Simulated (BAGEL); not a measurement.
# CH5GaO (SMILES C[O][GaH2]) at RI-MP2/cc-pVDZ (density fitting with qzvpp-jkfit)

Aim: the energy change on altering one bond length of CH5GaO at RI-MP2/cc-pVDZ (density fitting with qzvpp-jkfit), from 2 runs. 

The calculation is run with BAGEL 1.2.2.

6 further runs of the same task are left out: 6 that didn't finish. Runs told in other sessions of the task aren't counted.

### Step 1. Starting point

The species is CH5GaO (8 atoms), meant as a singlet with charge 0. As SMILES, `C[O][GaH2]`. The coordinates come from a PBE0-D4/def2-TZVP relaxation.

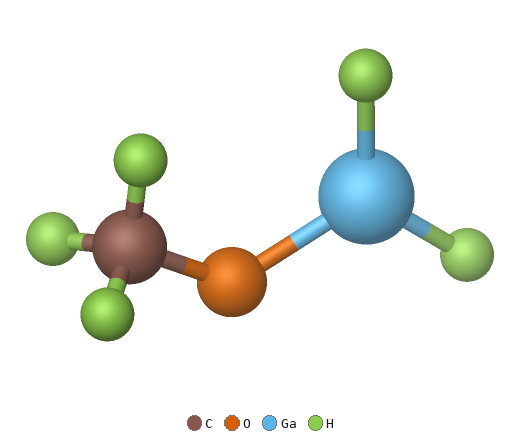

The structure, seen from a chosen angle (carbon brown, oxygen orange, gallium blue, hydrogen green).

### Step 2. The energy at RI-MP2/cc-pVDZ (density fitting with qzvpp-jkfit)

input.json

```json
{ "bagel" : [

{
  "title" : "molecule",
  "basis" : "cc-pvdz.json",
  "df_basis" : "qzvpp-jkfit",
  "angstrom" : true,
  "geometry" : [
    { "atom" : "C", "xyz" : [   -0.616800,    0.972600,   -0.422900 ] },
    { "atom" : "O", "xyz" : [   -0.705300,   -0.273500,    0.213500 ] },
    { "atom" : "Ga", "xyz" : [    0.703200,   -1.302000,    0.579300 ] },
    { "atom" : "H", "xyz" : [   -1.200200,    0.962000,   -1.350600 ] },
    { "atom" : "H", "xyz" : [    0.414200,    1.256200,   -0.676600 ] },
    { "atom" : "H", "xyz" : [   -1.030600,    1.754200,    0.224300 ] },
    { "atom" : "H", "xyz" : [    2.093900,   -0.732800,    0.142900 ] },
    { "atom" : "H", "xyz" : [    0.341700,   -2.636700,    1.290100 ] }
  ]
},
{ "title" : "hf" },
{ "title" : "mp2", "ncore" : 11 }

]}
```

The basis set cc-pVDZ is read from a file made from the Basis Set Exchange's data (not shown).

Launch:

```bash
$ BAGEL_NUM_THREADS=1 BAGEL input.json > input.out
```

The program printed:

```text
* using 1 threads per process

  ===============================================================
  ===============================================================

  *** Geometry ***

  { "atom" : "C", "xyz" : [     -1.165583,      1.837948,     -0.799165 ] },
  { "atom" : "O", "xyz" : [     -1.332824,     -0.516840,      0.403457 ] },
  { "atom" : "Ga", "xyz" : [      1.328855,     -2.460423,      1.094718 ] },
  { "atom" : "H", "xyz" : [     -2.268049,      1.817917,     -2.552264 ] },
  { "atom" : "H", "xyz" : [      0.782725,      2.373874,     -1.278589 ] },
  { "atom" : "H", "xyz" : [     -1.947552,      3.314958,      0.423866 ] },
  { "atom" : "H", "xyz" : [      3.956898,     -1.384791,      0.270042 ] },
  { "atom" : "H", "xyz" : [      0.645719,     -4.982641,      2.437936 ] },

  Number of auxiliary basis functions:      508

  Since a DF basis is specified, we compute 2- and 3-index integrals:
    o Being stored without compression. Storage requirement is 0.026 GB

  Number of basis functions:       80
  Number of electrons      :       50

    * METHOD: MOLECULE                             0.24

  *** RHF ***

  === Nuclear Repulsion ===
   184.2549386768

      * DIIS with orbital gradients will be used.

  === RHF iteration (cc-pvdz.json) ===
      0      -2038.66918121          0.01546326           0.06
      1      -2038.76624038          0.01305834           0.06
      2      -2038.85551394          0.00139157           0.06
      3      -2038.85704196          0.00036947           0.06
      4      -2038.85710820          0.00007831           0.05
      5      -2038.85711232          0.00001445           0.06
      6      -2038.85711254          0.00000390           0.05
      7      -2038.85711256          0.00000109           0.06
      8      -2038.85711257          0.00000034           0.06
      9      -2038.85711257          0.00000010           0.05
     10      -2038.85711257          0.00000005           0.05
     11      -2038.85711257          0.00000001           0.06
     12      -2038.85711257          0.00000000           0.05
    * SCF iteration converged.

    * Permanent dipole moment:
           (   -0.541326,    -0.080810,     0.098946) a.u.

    * METHOD: HF                                   0.91

  *** RHF ***

  === Nuclear Repulsion ===
   184.2549386768

      * DIIS with orbital gradients will be used.

  === RHF iteration (cc-pvdz.json) ===
      0      -2038.85711257          0.00000000           0.05
    * SCF iteration converged.

    * Permanent dipole moment:
           (   -0.541326,    -0.080810,     0.098946) a.u.

  === DF-MP2 calculation ===

    * freezing 11 orbitals
    * 3-index integral transformation done
    * assembly done

      MP2 correlation energy:   -0.4213933682      0.03

      MP2 total energy:       -2039.2785059349

    * METHOD: MP2                                  0.15

  ===============================================================
```

Wall time 1.5 s (1 thread of AMD EPYC 9B14 (Zen 4), shared host).

### Step 3. The distorted shape, same level

mp2.json

```json
{ "bagel": [

{
  "title": "molecule",
  "basis": "cc-pvdz.json",
  "df_basis": "qzvpp-jkfit",
  "angstrom": true,
  "geometry": [
    { "atom": "C", "xyz": [      -0.441795,       0.975780,      -0.144614 ] },
    { "atom": "O", "xyz": [      -0.530295,      -0.270320,       0.491786 ] },
    { "atom": "Ga", "xyz": [       0.878205,      -1.298820,       0.857586 ] },
    { "atom": "H", "xyz": [      -1.200200,       0.962000,      -1.350600 ] },
    { "atom": "H", "xyz": [       0.589205,       1.259380,      -0.398314 ] },
    { "atom": "H", "xyz": [      -0.855595,       1.757380,       0.502586 ] },
    { "atom": "H", "xyz": [       2.268905,      -0.729620,       0.421186 ] },
    { "atom": "H", "xyz": [       0.516705,      -2.633520,       1.568386 ] }
  ]
},

{
  "title": "hf"
},

{
  "title": "mp2",
  "ncore": 11
}

]}
```

The basis set cc-pVDZ is read from a file made from the Basis Set Exchange's data (not shown).

Launch:

```bash
$ BAGEL_NUM_THREADS=1 BAGEL mp2.json > mp2.out
```

The program printed:

```text
* using 1 threads per process

  ===============================================================
  ===============================================================

  *** Geometry ***

  { "atom" : "C", "xyz" : [     -0.834872,      1.843957,     -0.273281 ] },
  { "atom" : "O", "xyz" : [     -1.002112,     -0.510831,      0.929341 ] },
  { "atom" : "Ga", "xyz" : [      1.659567,     -2.454414,      1.620603 ] },
  { "atom" : "H", "xyz" : [     -2.268049,      1.817917,     -2.552264 ] },
  { "atom" : "H", "xyz" : [      1.113436,      2.379883,     -0.752704 ] },
  { "atom" : "H", "xyz" : [     -1.616840,      3.320967,      0.949750 ] },
  { "atom" : "H", "xyz" : [      4.287609,     -1.378782,      0.795926 ] },
  { "atom" : "H", "xyz" : [      0.976431,     -4.976632,      2.963820 ] },

  Number of auxiliary basis functions:      508

  Since a DF basis is specified, we compute 2- and 3-index integrals:
    o Being stored without compression. Storage requirement is 0.026 GB

  Number of basis functions:       80
  Number of electrons      :       50

    * METHOD: MOLECULE                             0.23

  *** RHF ***

  === Nuclear Repulsion ===
   182.9524921872

      * DIIS with orbital gradients will be used.

  === RHF iteration (cc-pvdz.json) ===
      0      -2038.62697684          0.01520303           0.06
      1      -2038.72046384          0.01325898           0.06
      2      -2038.81544183          0.00139651           0.06
      3      -2038.81707709          0.00032179           0.06
      4      -2038.81713642          0.00008997           0.06
      5      -2038.81714212          0.00001742           0.06
      6      -2038.81714253          0.00000495           0.05
      7      -2038.81714257          0.00000131           0.06
      8      -2038.81714257          0.00000042           0.06
      9      -2038.81714257          0.00000017           0.06
     10      -2038.81714257          0.00000007           0.06
     11      -2038.81714257          0.00000002           0.06
     12      -2038.81714257          0.00000001           0.05
    * SCF iteration converged.

    * Permanent dipole moment:
           (   -0.676957,    -0.023235,    -0.100389) a.u.

    * METHOD: HF                                   0.92

  *** RHF ***

  === Nuclear Repulsion ===
   182.9524921872

      * DIIS with orbital gradients will be used.

  === RHF iteration (cc-pvdz.json) ===
      0      -2038.81714257          0.00000000           0.06
    * SCF iteration converged.

    * Permanent dipole moment:
           (   -0.676957,    -0.023235,    -0.100389) a.u.

  === DF-MP2 calculation ===

    * freezing 11 orbitals
    * 3-index integral transformation done
    * assembly done

      MP2 correlation energy:   -0.4260997634      0.03

      MP2 total energy:       -2039.2432423350

    * METHOD: MP2                                  0.16

  ===============================================================
```

Wall time 1.5 s (1 thread of AMD EPYC 9B14 (Zen 4), shared host).

### Step 4. Results

At RI-MP2/cc-pVDZ (density fitting with qzvpp-jkfit), 11 core orbitals frozen:

| quantity | value |
| --- | --- |
| first shape: total energy | -2039.27851 Eh |
| first shape: correlation energy (11 core orbitals frozen) | -421.4 mEh |
| distorted shape: total energy | -2039.24324 Eh |
| distorted shape: correlation energy (11 core orbitals frozen) | -426.1 mEh |
| energy change with the C1–H4 bond stretched from 1.096 to 1.425 Å | 0.960 eV |

**Reading.** With the C1–H4 bond stretched from 1.096 to 1.425 Å the energy rises by 0.96 eV (92.6 kJ/mol). The first shape isn't relaxed at this level, so the change isn't measured from a minimum.
